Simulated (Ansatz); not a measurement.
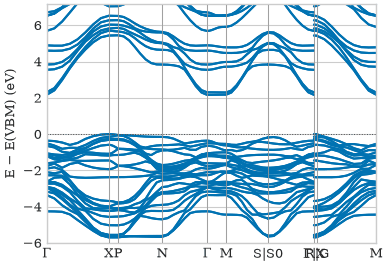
Figure: Band structure from the program Ansatz at the PBEsol with spin–orbit coupling level (PAW)

Task: Read off the gap and where the band edges lie.

Result: About 2.2 eV (2.16 eV by a search for the band edges); maximum at X, minimum at Γ.

The material is SrLi₂Ta₂O₇ in space group I4/mmm (No. 139; Pearson symbol tI24).

The first step of the workflow began from a Materials Project structure, measured or hypothetical; the Crystallography Open Database files this formula in space group No. 139, but the cells were not matched. Whether it is the stable phase at ambient conditions was not checked. The PBEsol relaxation kept the symmetry of its start; its stability against distortions is not shown here. No spin polarisation was allowed.

Potentials: the later of the program's two PAW sets.
